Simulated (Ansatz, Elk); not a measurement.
**Bonding as seen by X-rays: SiAs3**

The structure of SiAs3 used here is made up (a known structure type with other elements) and was relaxed beforehand with PBE. The aim is the Fourier transform of its all-electron density, F(hkl), set beside the sum over free spherical atoms that refinements use.

Method: DFT, PBE, all-electron APW+lo, Dirac cores, scalar-relativistic bands, static density, no spin, in Elk 11.2.3 (patched build).

The structure was built from a prototype and need not be the compound's stable phase.

### Step 1. Starting point

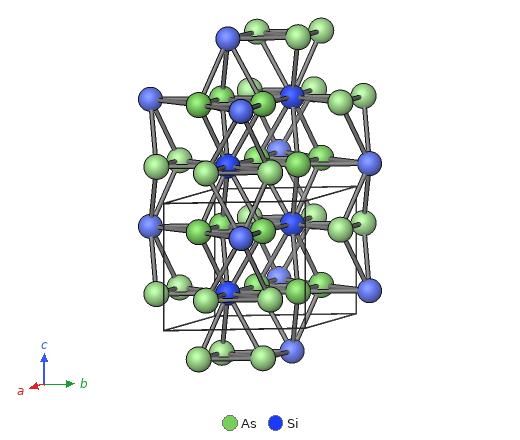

The starting structure, seen slightly off an axis (arsenic green, silicon blue). 1×1×2 cells are drawn. Some periodic images of atoms are drawn too.

### Step 2. Ground state and structure factors

An all-electron density is needed, since X-rays see the cores too. Task 0 finds the density and task 195 Fourier-transforms it; tshift is off so that phases refer to the origin typed.

File elk.in:

```
tasks
  0
  195

xctype
  20

spinpol
  .false.

rgkmax
  7.0

gmaxvr
  14.0

lmaxo
  7

lmaxapw
  8

swidth
  0.002

tshift
  .false.

ramdisk
  .false.

hmaxvr
  5.5

maxscl
  120

epspot
  1e-06

sppath
  './'

avec
  11.03493000571 0.00000000000 0.00000000000
  -5.51746500285 9.55652971392 0.00000000000
  0.00000000000 0.00000000000 9.83658966559

atoms
  2
  'As.in'
  6
  0.1822191665 0.3644383331 0.2500000000   0.000000 0.000000 0.000000
  0.1822191665 0.8177808335 0.2500000000   0.000000 0.000000 0.000000
  0.6355616669 0.8177808335 0.2500000000   0.000000 0.000000 0.000000
  0.8177808335 0.6355616669 0.7500000000   0.000000 0.000000 0.000000
  0.8177808335 0.1822191665 0.7500000000   0.000000 0.000000 0.000000
  0.3644383331 0.1822191665 0.7500000000   0.000000 0.000000 0.000000
  'Si.in'
  2
  0.3333333333 0.6666666667 0.7500000000   0.000000 0.000000 0.000000
  0.6666666667 0.3333333333 0.2500000000   0.000000 0.000000 0.000000

ngridk
  5 5 5
```

The run is started by

```
> OMP_NUM_THREADS=4 elk
```

Numbers of over 12 decimals in the logs are rounded to 6 here.

What it wrote:

```text
┌─────────────────────────┐
│ Elk code version 11.2.3 │
└─────────────────────────┘

All units are atomic (Hartree, Bohr, etc.)

┌─────────────────────────────────────────────────┐
│ Ground-state run starting from atomic densities │
└─────────────────────────────────────────────────┘

Lattice vectors :
   11.03493001       0.000000000       0.000000000
  -5.517465003       9.556529714       0.000000000
   0.000000000       0.000000000       9.836589666

Reciprocal lattice vectors :
  0.5693905901      0.3287378104      -0.000000000
   0.000000000      0.6574756209       0.000000000
   0.000000000      -0.000000000      0.6387564716

Unit cell volume      :    1037.323824
Brillouin zone volume :   0.2391251485

Muffin-tin inner radius fraction :   0.1000000000E-01

Nuclei treated as point charges

Species : 1 (As)
 parameters loaded from : As.in
 name : arsenic
 nuclear charge    :   -33.00000000
 electronic charge :    33.00000000
 atomic mass :    136573.7220
 muffin-tin radius :    2.400000000
 number of radial points in muffin-tin :    993
 inner part over the whole radius :   0.9862024899E-02
 number on inner part of muffin-tin    :    702
 approximate nuclear radius :   0.7712558785E-04
 number of mesh points to nuclear radius :    341
 atomic positions (lattice), magnetic fields (Cartesian) :
  1 :   0.18221917  0.36443833  0.25000000    0.00000000  0.00000000  0.00000000
  2 :   0.18221917 -0.18221917  0.25000000    0.00000000  0.00000000  0.00000000
  3 :  -0.36443833 -0.18221917  0.25000000    0.00000000  0.00000000  0.00000000
  4 :  -0.18221917 -0.36443833 -0.25000000    0.00000000  0.00000000  0.00000000
  5 :  -0.18221917  0.18221917 -0.25000000    0.00000000  0.00000000  0.00000000
  6 :   0.36443833  0.18221917 -0.25000000    0.00000000  0.00000000  0.00000000

Species : 2 (Si)
 parameters loaded from : Si.in
 name : silicon
 nuclear charge    :   -14.00000000
 electronic charge :    14.00000000
 atomic mass :    51196.73458
 muffin-tin radius :    2.200000000
 number of radial points in muffin-tin :    793
 inner part over the whole radius :   0.9899632250E-02
 number on inner part of muffin-tin    :    553
 approximate nuclear radius :   0.5963282101E-04
 number of mesh points to nuclear radius :    246
 atomic positions (lattice), magnetic fields (Cartesian) :
  1 :   0.33333333 -0.33333333 -0.25000000    0.00000000  0.00000000  0.00000000
  2 :  -0.33333333  0.33333333  0.25000000    0.00000000  0.00000000  0.00000000

Total number of atoms per unit cell :    8
Total muffin-tin volume :    436.6394909
 ratio of muffin-tin to unit cell volume :   0.4209288178

Spin treatment :
 spin-unpolarised

Number of Bravais lattice symmetries :   24
Number of crystal symmetries         :   24
Crystal has inversion symmetry
Real symmetric eigensolver will be used

k-point grid :      5     5     5
k-point offset :    0.000000000       0.000000000       0.000000000
k-point set is reduced with full crystal symmetry group
Total number of k-points :       15

Muffin-tin radius times maximum |G+k| :    7.000000000
 using average radius
Maximum |G+k| for APW functions       :    2.978723404
Maximum (1/2)|G+k|²                   :    4.436396560
Maximum |G| for potential and density :    14.00000000
Constant for pseudocharge density :    8
 order of it for each species :   15  15
 order of it for pair densities of each species (exact exchange by exxq0 0: 16) :   10   8
Radial integration step length :    1

G-vector grid sizes :     50    50    45
Number of G-vectors :    48061

Maximum angular momentum used for
 APW functions            :    8
 outer part of muffin-tin :    7
 inner part of muffin-tin :    2

Total nuclear charge    :   -226.0000000
Total core charge       :    128.0000000
Total valence charge    :    98.00000000
Total excess charge     :    0.000000000
Total electronic charge :    226.0000000

Effective Wigner radius, rₛ :    1.030953557

Number of empty states         :     32
Total number of valence states :     82
[...]
xc potential                :     -719.03112475510
 exchange                    :     -533.76321967704
 correlation                 :     -10.903721667667
 electron entropic           :    -0.13786330946244E-02
 total energy                :     -14157.213359197

Density of states at Fermi energy :    108.9508163
 (states/Hartree/unit cell)

Estimated indirect band gap :   0.1889837667E-02
 from k-point 12 to k-point 9
Estimated direct band gap   :   0.5648889883E-02
 at k-point 9

Charges :
 core                        :    128.0000000
 valence                     :    98.00000000
 interstitial                :    14.47981571
 muffin-tins (core leakage)
  species : 1 (As)
[...]
species : 2 (Si)
[...]
total in muffin-tins        :    211.5201843
 total calculated charge     :    225.9960059
 total charge                :    226.0000000
 error                       :   0.3994128903E-02

RMS change in Kohn-Sham potential (target) :   0.3200250081     (  0.1000000000E-05)
Absolute change in total energy (target)   :    8.684282387     (  0.1000000000E-03)

[... loops 3 to 14 left out ...]

┌──────────────────┐
│ Loop number : 15 │
└──────────────────┘

Energies :
 Fermi                       :     0.275205
 sum of occupied eigenvalues :     -8136.8842266329
 electron kinetic            :      14453.100167414
 core electron kinetic       :      13351.992335670
 Coulomb                     :     -28054.819740459
 Coulomb potential           :     -21881.570304657
 nuclear-nuclear             :     -1888.5093087017
 electron-nuclear            :     -30488.058354353
 Hartree                     :      4321.7479225956
 Madelung                    :     -17114.034588130
 xc potential                :     -708.41408939051
 exchange                    :     -533.87640761935
 correlation                 :     -10.895190270254
 electron entropic           :    -0.13407845834023E-02
 total energy                :     -14146.492511719

Density of states at Fermi energy :    103.1066511
 (states/Hartree/unit cell)

Estimated indirect band gap :   0.2837969055E-02
 from k-point 12 to k-point 9
Estimated direct band gap   :   0.5119351674E-02
 at k-point 9

Charges :
 core                        :    128.0000000
 valence                     :    98.00000000
 interstitial                :    14.17959245
 muffin-tins (core leakage)
  species : 1 (As)
[...]
species : 2 (Si)
[...]
total in muffin-tins        :    211.8204075
 total calculated charge     :    225.9961059
 total charge                :    226.0000000
 error                       :   0.3894106190E-02

RMS change in Kohn-Sham potential (target) :   0.1861886830E-07 (  0.1000000000E-05)
Absolute change in total energy (target)   :   0.2896695696E-04 (  0.1000000000E-03)

Convergence targets achieved

┌──────────────────┐
│ Loop number : 16 │
└──────────────────┘

Energies :
 Fermi                       :     0.275205
 sum of occupied eigenvalues :     -8136.8842246243
 electron kinetic            :      14453.100169500
 core electron kinetic       :      13351.992336815
 Coulomb                     :     -28054.819741009
 Coulomb potential           :     -21881.570304662
 nuclear-nuclear             :     -1888.5093087017
 electron-nuclear            :     -30488.058355350
 Hartree                     :      4321.7479230423
 Madelung                    :     -17114.034588678
 xc potential                :     -708.41408946196
 exchange                    :     -533.87640765628
 correlation                 :     -10.895190267559
 electron entropic           :    -0.13407845584348E-02
 total energy                :     -14146.492510218

Density of states at Fermi energy :    103.1066480
 (states/Hartree/unit cell)

Estimated indirect band gap :   0.2837969767E-02
 from k-point 12 to k-point 9
Estimated direct band gap   :   0.5119351402E-02
 at k-point 9

Charges :
 core                        :    128.0000000
 valence                     :    98.00000000
 interstitial                :    14.17959228
 muffin-tins (core leakage)
  species : 1 (As)
[...]
atom 6                    :    31.30934996     (  0.1398419639E-03)
  species : 2 (Si)
   atom 1                    :    11.98215399     (  0.1282876493E-02)
   atom 2                    :    11.98215399     (  0.1282876493E-02)
 total in muffin-tins        :    211.8204077
 total calculated charge     :    225.9961059
 total charge                :    226.0000000
 error                       :   0.3894106164E-02

┌──────────────────────────────┐
│ Self-consistent loop stopped │
└──────────────────────────────┘

Warning : core states of species 1 leak from the muffin-tin :   0.1398419639E-03

Warning : core states of species 2 leak from the muffin-tin :   0.1282876493E-02

Wrote STATE.OUT
```

It took 41 s on 4 threads of Arm Neoverse V2, shared host; peak memory 0.29 GiB; 1.9 min of CPU time.

SFACRHO.OUT:

```text

h k l indices transformed by vhmat matrix:
   1.000000000       0.000000000       0.000000000    
   0.000000000       1.000000000       0.000000000    
   0.000000000       0.000000000       1.000000000    

      h      k      l  multipl.   |H|            Re(F)            Im(F)           |F|

      0      0      0      1   0.0000000       226.00000      0.20122496E-15   226.00000    
      0      0      1      2  0.63875647     -0.30999828E-13 -0.53984100E-14  0.31466366E-13
     -1      0      0      6  0.65747562      -2.0264193      0.17994700E-13   2.0264193    
     -1      0     -1      6  0.91667007      -42.447396     -0.77377210E-13   42.447396    
      0     -1     -1      6  0.91667007       42.447396      0.46786220E-13   42.447396    
      1     -2      0      6   1.1387812      -29.631295     -0.24297853E-13   29.631295    
      0      0      2      2   1.2775129      -178.94372      0.30330004E-15   178.94372    
      2     -1     -1     12   1.3056923      0.41671680E-07 -0.71978800E-14  0.41671680E-07
      2      0      0      6   1.3149512      -85.974436      0.80976150E-13   85.974436    
     -1      1      2      6   1.4367719      0.80753740      0.53984100E-14  0.80753740    
     -1      1     -2      6   1.4367719      0.80753740      0.17994700E-14  0.80753740    
      0     -2     -1      6   1.4618846       143.05662      0.70179330E-13   143.05662    
      2     -2     -1      6   1.4618846      -143.05662      0.10796820E-13   143.05662    
      1     -2     -2     12   1.7113918       26.616858      0.19310219E-13   26.616858    
     -1      3      0     12   1.7395170       45.305112     -0.31490725E-13   45.305112    
     -2      0      2      6   1.8333401       76.411621      0.59382510E-13   76.411621    
      0     -2      2      6   1.8333401       76.411621      0.55783570E-13   76.411621    
      2      1      1     12   1.8530864      -6.4176137      0.57583040E-13   6.4176137
```

Elk indexes on the primitive cell of elk.in and gives |H| = 4π sin θ/λ in inverse bohr. Below, one row stands for each form hkl of the conventional cell (m members, Friedel mates merged), F is for one primitive cell and the density is static (no thermal factor). Free-atom factors are Waasmaier and Kirfel's, and R is Σm||F|−|F'||/Σm|F|.

```
hkl   m  sin θ/λ (Å⁻¹)  abs F, DFT  neutral atoms   diff.
001   2          0.096       0.000          0.000  +0.000
100   6          0.099       2.026          1.932  +0.094
101  12          0.138      42.447         42.448  -0.001
110   6          0.171      29.631         29.574  +0.057
002   2          0.192     178.944        178.871  +0.073
111  12          0.196       0.000          0.000  +0.000
200   6          0.198      85.974         86.009  -0.034
102  12          0.216       0.807          0.802  +0.005
201  12          0.220     143.057        143.303  -0.246
112  12          0.257      26.617         26.645  -0.028
210  12          0.262      45.305         45.473  -0.168
202  12          0.276      76.412         76.727  -0.315
211  24          0.279       6.418          6.369  +0.048
003   2          0.288       0.000          0.000  +0.000
300   6          0.297      32.826         32.888  -0.062
103  12          0.305      34.001         34.130  -0.130
301  12          0.312      50.267         50.602  -0.335
212  24          0.325      41.434         41.632  -0.198
113  12          0.335       0.000          0.000  +0.000
220   6          0.343     129.497        129.739  -0.242
203  12          0.349     118.914        119.199  -0.285
302  12          0.353      30.214         30.293  -0.079
```

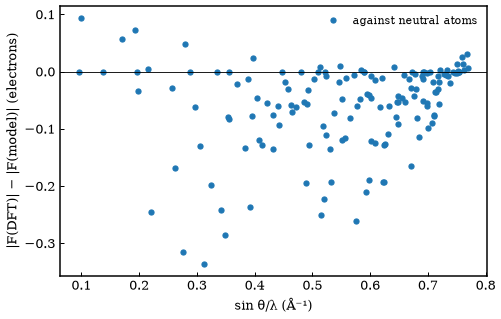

Difference between the calculated structure factors and the independent-atom ones.

### Step 3. The highest occupied states alone

An energy window below the Fermi level keeps the highest occupied states, to see at which angles they scatter; shallow core shells can lie inside it and anion s states outside. No new self-consistency is needed.

Edit elk.in of step 2 so:

```diff
@@ -1,3 +1,2 @@
 tasks
-  0
   195
@@ -40,2 +39,5 @@
 
+wsfac
+  -0.092290 0.575210
+
 sppath
```

The run is started by

```
> OMP_NUM_THREADS=4 elk
```

What it wrote:

```text
┌─────────────────────────────────┐
│ Elk code version 11.2.3 started │
└─────────────────────────────────┘

Info(readinput): the functional depends on the density's gradient
 muffin-tin radial points multiplied by    2.00000
 (not where nrmtscf is given)

┌────────────────────┐
│ Current task : 195 │
└────────────────────┘

Info(sfacrho): density structure factors written to SFACRHO.OUT

 Energy window :  -0.9229000000E-01  0.5752100000

┌──────────────────┐
│ Elk code stopped │
└──────────────────┘
```

The job ended after 16 s (4 threads; peak memory 0.17 GiB; 17 s of CPU time).

States within 10 eV below the Fermi level hold 28.72 electrons; any levels below the window count with the cores, and a count that is not whole means the window cuts a band. Their amplitudes can exceed the total, where window and core parts have opposite phase:

```csv
hkl,sin θ/λ (Å⁻¹),"abs F, window","abs F, all"
001,0.096,0.000,0.000
100,0.099,1.187,2.026
101,0.138,0.514,42.447
110,0.171,0.168,29.631
002,0.192,4.624,178.944
111,0.196,0.000,0.000
200,0.198,2.112,85.974
102,0.216,0.059,0.807
201,0.220,2.147,143.057
112,0.257,0.119,26.617
```

### Step 4. Another functional

The difference from free atoms is small, so it is set against the change that PBEsol makes.

Edit elk.in of step 3 so:

```diff
@@ -1,2 +1,3 @@
 tasks
+  0
   195
@@ -4,3 +5,3 @@
 xctype
-  20
+  22
 
@@ -39,5 +40,2 @@
 
-wsfac
-  -0.092290 0.575210
-
 sppath
```

The run is started by

```
> OMP_NUM_THREADS=4 elk
```

What it wrote:

```text
┌─────────────────────────┐
│ Elk code version 11.2.3 │
└─────────────────────────┘

All units are atomic (Hartree, Bohr, etc.)

┌─────────────────────────────────────────────────┐
│ Ground-state run starting from atomic densities │
└─────────────────────────────────────────────────┘

Lattice vectors :
   11.03493001       0.000000000       0.000000000
  -5.517465003       9.556529714       0.000000000
   0.000000000       0.000000000       9.836589666

Reciprocal lattice vectors :
  0.5693905901      0.3287378104      -0.000000000
[...]
species : 2 (Si)
   atom 1                    :    11.97359267     (  0.1295087960E-02)
   atom 2                    :    11.97359267     (  0.1295087960E-02)
 total in muffin-tins        :    211.7915563
 total calculated charge     :    225.9960734
 total charge                :    226.0000000
 error                       :   0.3926617400E-02

┌──────────────────────────────┐
│ Self-consistent loop stopped │
└──────────────────────────────┘

Warning : core states of species 1 leak from the muffin-tin :   0.1417080384E-03

Warning : core states of species 2 leak from the muffin-tin :   0.1295087960E-02

Wrote STATE.OUT
[key lines of the parts left out:]
total energy                :     -14135.953216976
```

Elapsed: 40 s, on 4 threads; peak memory 0.28 GiB; 1.8 min of CPU time.

Against the first run R = 0.03 %; the largest change is -0.042 at 002.

### Step 5. Basis size

A smaller basis shows how fast F responds to it; the change is likely larger than the basis error of the first run, but doesn't show convergence.

Edit elk.in of step 4 so:

```diff
@@ -5,3 +5,3 @@
 xctype
-  22
+  20
 
@@ -11,3 +11,3 @@
 rgkmax
-  7.0
+  5.5
```

The run is started by

```
> OMP_NUM_THREADS=4 elk
```

What it wrote:

```text
┌─────────────────────────┐
│ Elk code version 11.2.3 │
└─────────────────────────┘

All units are atomic (Hartree, Bohr, etc.)

┌─────────────────────────────────────────────────┐
│ Ground-state run starting from atomic densities │
└─────────────────────────────────────────────────┘

Lattice vectors :
   11.03493001       0.000000000       0.000000000
  -5.517465003       9.556529714       0.000000000
   0.000000000       0.000000000       9.836589666

Reciprocal lattice vectors :
  0.5693905901      0.3287378104      -0.000000000
[...]
species : 2 (Si)
   atom 1                    :    11.97327490     (  0.1280916875E-02)
   atom 2                    :    11.97327490     (  0.1280916875E-02)
 total in muffin-tins        :    211.7084857
 total calculated charge     :    225.9961555
 total charge                :    226.0000000
 error                       :   0.3844460221E-02

┌──────────────────────────────┐
│ Self-consistent loop stopped │
└──────────────────────────────┘

Warning : core states of species 1 leak from the muffin-tin :   0.1403633033E-03

Warning : core states of species 2 leak from the muffin-tin :   0.1280916875E-02

Wrote STATE.OUT
[key lines of the parts left out:]
total energy                :     -14146.412791342
```

The job ended after 34 s (4 threads; peak memory 0.26 GiB).

Against the first run R = 0.02 %; the largest change is +0.061 at 222.

### Step 6. Settings against the effect

```csv
run,R against the first run (%),"R against neutral atoms, low angle (%)",wall time
"PBE, rgkmax 7",0.00,0.22,41 s
PBEsol,0.03,0.23,40 s
rgkmax 5.5,0.02,0.23,34 s
```

### Step 7. Results

| Property | Result |
| --- | --- |
| R against neutral atoms, sin θ/λ < 0.3 Å⁻¹ | 0.22 % |
| R against neutral atoms, 0.3 to 0.77 Å⁻¹ | 0.20 % |

Independent neutral atoms miss the calculated amplitudes by R = 0.22 % below 0.3 Å⁻¹ and 0.20 % from there to 0.77 Å⁻¹; by shells, 0.11 % below 0.15 Å⁻¹ (2 forms), 0.23 % 0.15 to 0.3 (10 forms), 0.26 % 0.3 to 0.45 (21 forms), 0.19 % above 0.45 (99 forms). Bonding, aspherical density and the tables' own atoms all enter these figures, and the runs don't part them. The largest change of an amplitude is -0.34 electrons, at 301. The window's part falls from 28.7 electrons at the origin to at most 0.51 between 0.45 and 0.77 Å⁻¹. Below 0.3 Å⁻¹ the changes that finished (PBEsol and rgkmax 5.5) move F by R = 0.02 % at most, against the 0.22 % that separates it from free atoms. The k-mesh has no finished test. Part of the difference isn't bonding: the tables are fits to free atoms and ions calculated by other methods than this functional. Thermal motion, anomalous dispersion and extinction are left out.

[Logs are printed without paths, hosts, clocks, repeated set-up lines and the standing remarks that a program may print on its own settings, such as how far it seeks lower states.]

[Hosts, paths, dates, database ids (printed as entryN), source tags and the programs' standing remarks are cut or masked in the printed files.]
